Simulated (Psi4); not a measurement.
# BNH6 (SMILES [BH3-][NH3+]) at TPSSh/def2-TZVP

Aim: the vertical singlet–triplet gap of BNH6 at TPSSh/def2-TZVP, from 2 runs. 

The calculation is run with Psi4 1.11.

1 further run of the same task is left out (set aside as unsound or not needed).

## Step 1: The system as given

The species is BNH6 (8 atoms), meant as a singlet with charge 0. As SMILES, `[BH3-][NH3+]`. The shape is that of a PBE0-D4/def2-TZVP optimisation.

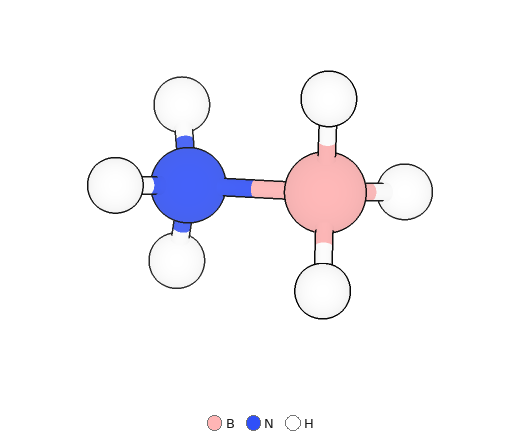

The structure, seen from a chosen angle (boron pink, nitrogen blue, hydrogen white).

## Step 2: The energy at TPSSh/def2-TZVP

File input.json:

```json
{
 "schema_name": "qcschema_input",
 "schema_version": 1,
 "molecule": {
  "schema_name": "qcschema_molecule",
  "schema_version": 2,
  "symbols": ["B", "N", "H", "H", "H", "H", "H", "H"],
  "geometry": [-0.36150461, 0.47394331, -1.46529364, 0.39022844, -0.48206913, 1.38271261, -0.14777658, -1.37647651, -2.79868439, -2.51824903, 1.22775506, -1.29861979, 1.14215047, 2.12896545, -1.96229161, 0.26607344, 0.95809115, 2.64315993, 2.18565724, -1.15518958, 1.42731014, -0.78234662, -1.88311208, 1.96626003],
  "molecular_charge": 0,
  "molecular_multiplicity": 1,
  "fix_symmetry": "c1",
  "fix_com": true,
  "fix_orientation": true
 },
 "driver": "energy",
 "model": {
  "method": "tpssh",
  "basis": "def2-TZVP"
 },
 "keywords": {
  "puream": true,
  "e_convergence": 1e-09,
  "d_convergence": 1e-08,
  "scf_type": "pk",
  "dft_radial_points": 99,
  "dft_spherical_points": 590,
  "scf_properties": ["MULLIKEN_CHARGES", "MAYER_INDICES", "WIBERG_LOWDIN_INDICES"]
 }
}
```

The run is started by

```sh
psi4 --qcschema input.json -n 1 --memory 1600MB
```

stdout, cut to the lines that bear on the results:

```text
[...]
  Running in c1 symmetry.
[...]
  Nuclear repulsion =   40.754562780604559
[...]
  Multiplicity = 1
[...]
  Nalpha       = 9
  Nbeta        = 9
[...]
    Number of basis functions: 98
[...]
   @RKS iter   1:   -82.93706739360226   -2.62207e-01   8.25204e-03 ADIIS/DIIS
[...]
   @RKS iter  10:   -83.25855427018027   -6.67910e-13   8.34195e-10 DIIS
[...]
    Orbital Energies [Eh]
    ---------------------
    Doubly Occupied:
       1A    -14.326771     2A     -6.618935     3A     -0.932947
       4A     -0.534506     5A     -0.534476     6A     -0.497001
       7A     -0.342809     8A     -0.263266     9A     -0.263252
[...]
  @RKS Final Energy:   -83.25855427018027
   => Energetics <=
    Nuclear Repulsion Energy =             40.7545627806045587
    One-Electron Energy =                -191.1715364986723671
    Two-Electron Energy =                  79.1431605529649005
    DFT Exchange-Correlation Energy =     -11.9847411050773403
    Empirical Dispersion Energy =           0.0000000000000000
    VV10 Nonlocal Energy =                  0.0000000000000000
    Total Energy =                        -83.2585542701802694
[...]
 Multipole Moments:
 ------------------------------------------------------------------------------------
     Multipole            Electronic (a.u.)      Nuclear  (a.u.)        Total (a.u.)
 ------------------------------------------------------------------------------------
 L = 1.  Multiply by 2.5417464519 to convert [e a0] to [Debye]
 Dipole X            :         -0.5517270            1.0695849            0.5178580
 Dipole Y            :          0.4462812           -1.1047339           -0.6584526
 Dipole Z            :         -0.3680318            2.3296544            1.9616225
 Magnitude           :                                                    2.1330025
[...]
  Mulliken Charges: (a.u.)
   Center  Symbol    Alpha    Beta     Spin     Total
       1     B     2.65199  2.65199  0.00000 -0.30398
       2     N     3.70981  3.70981  0.00000 -0.41963
       3     H     0.52155  0.52155  0.00000 -0.04311
       4     H     0.52156  0.52156  0.00000 -0.04311
       5     H     0.52155  0.52155  0.00000 -0.04310
       6     H     0.35784  0.35784  0.00000  0.28431
       7     H     0.35785  0.35785  0.00000  0.28430
       8     H     0.35784  0.35784  0.00000  0.28431
   Total alpha =  9.00000, Total beta =  9.00000, Total charge = -0.00000
[...]
```

The result, in JSON:

```text
{
 "driver": "energy",
 "model": {
  "method": "tpssh",
  "basis": "def2-TZVP"
 },
 "success": true,
 "return_result": -83.25855427018027,
 "properties": {
  "calcinfo_nbasis": 98,
  "calcinfo_nmo": 98,
  "calcinfo_nalpha": 9,
  "calcinfo_nbeta": 9,
  "calcinfo_natom": 8,
  "nuclear_repulsion_energy": 40.75456278060456,
  "return_energy": -83.25855427018027,
  "scf_one_electron_energy": -191.17153649867237,
  "scf_two_electron_energy": 79.1431605529649,
  "scf_xc_energy": -11.98474110507734,
  "scf_dipole_moment": [0.5178579883162371, -0.658452635484174, 1.9616225353354073],
  "scf_total_energy": -83.25855427018027,
  "scf_iterations": 10
 }
}
```

Wall time 52 s (1 thread of Intel Xeon Platinum 8375C at 2.90GHz (Ice Lake), shared host); peak memory 0.84 GiB.

## Step 3: The triplet: energy and forces at UTPSSh/def2-TZVP

File calc.inp:

```
memory 1.6 GB

molecule system {
  0 3
  B     -0.191300     0.250800    -0.775400
  N      0.206500    -0.255100     0.731700
  H     -0.078200    -0.728400    -1.481000
  H     -1.332600     0.649700    -0.687200
  H      0.604400     1.126600    -1.038400
  H      0.140800     0.507000     1.398700
  H      1.156600    -0.611300     0.755300
  H     -0.414000    -0.996500     1.040500
  units angstrom
  symmetry c1
}

set basis def2-TZVP
set reference uks
set puream true
set e_convergence 1e-09
set d_convergence 1e-08
set scf_type pk
set dft_radial_points 99
set dft_spherical_points 590
set maxiter 100

energy_value, wavefunction = gradient("tpssh", return_wfn=True)
oeprop(wavefunction, "MULLIKEN_CHARGES", "LOWDIN_CHARGES", "MAYER_INDICES", title="TPSSH")
```

The run is started by

```sh
psi4 -i calc.inp -o calc.out -n 1
```

calc.out, cut to the lines that bear on the results:

```text
[...]
  Running in c1 symmetry.
[...]
  Nuclear repulsion =   40.754562783001887
[...]
  Multiplicity = 3
[...]
  Nalpha       = 10
  Nbeta        = 8
[...]
    Number of basis functions: 98
[...]
   @UKS iter   1:   -82.60647972582319    6.83803e-02   8.90059e-03 DIIS/ADIIS
[...]
   @UKS iter  21:   -83.00137483887346   -1.06866e-11   7.40389e-09 DIIS
[...]
   @S^2 Observed:                2.009270365E+00
[...]
  @UKS Final Energy:   -83.00137483887346
   => Energetics <=
    Nuclear Repulsion Energy =             40.7545627830018873
    One-Electron Energy =                -190.1767573028577090
    Two-Electron Energy =                  78.2761373181940883
    DFT Exchange-Correlation Energy =     -11.8553176372117282
    Empirical Dispersion Energy =           0.0000000000000000
    VV10 Nonlocal Energy =                  0.0000000000000000
    Total Energy =                        -83.0013748388734598
[...]
 Multipole Moments:
 ------------------------------------------------------------------------------------
     Multipole            Electronic (a.u.)      Nuclear  (a.u.)        Total (a.u.)
 ------------------------------------------------------------------------------------
 L = 1.  Multiply by 2.5417464519 to convert [e a0] to [Debye]
 Dipole X            :         -0.4119272            0.1242860           -0.2876412
 Dipole Y            :          0.1178357           -0.1581129           -0.0402772
 Dipole Z            :         -0.8547831            0.4708985           -0.3838846
 Magnitude           :                                                    0.4813804
[...]
  -Total Gradient:
     Atom            X                  Y                   Z
    ------   -----------------  -----------------  -----------------
       1       -0.081437390240    -0.040340777672    -0.058713877607
       2        0.020518594566    -0.006188621411     0.043180993648
       3        0.029032479718     0.022732993945     0.023100959495
       4        0.037132187191     0.013849732994     0.017974253084
       5        0.007511909484     0.005827745660     0.001793229179
       6        0.000392312851    -0.023686815929    -0.018293713571
       7       -0.028716007787     0.008367646464     0.000165610866
       8        0.015565792420     0.019438106043    -0.009207842497
[...]
```

Run time: 3.2 min. Hardware: 1 thread of Intel Xeon Platinum 8375C at 2.90GHz (Ice Lake), shared host; peak memory 0.85 GiB.

## Step 4: Results

Level: TPSSh/def2-TZVP.

| quantity | value |
| --- | --- |
| singlet: total energy | -83.25855 Eh |
| singlet: dipole moment | 5.42 D |
| singlet: HOMO energy | -7.16 eV |
| singlet: LUMO energy | -0.28 eV |
| singlet: HOMO–LUMO gap | 6.88 eV |
| triplet: total energy | -83.00137 Eh |
| triplet: dipole moment | 1.22 D |
| triplet: HOMO energy (highest over α and β) | -1.52 eV |
| triplet: ⟨S²⟩ | 2.009 |
| triplet: largest force on an atom | 5.564 eV/Å |
| vertical energy of the triplet above the singlet | 6.998 eV |

At this shape the triplet lies 7.00 eV (675 kJ/mol) above the singlet. Mulliken charges (singlet) run from -0.42 on N2 to +0.28 on H6; they depend strongly on the basis. Mulliken charges (triplet) run from -0.93 on B1 to +0.31 on N2; they depend strongly on the basis.
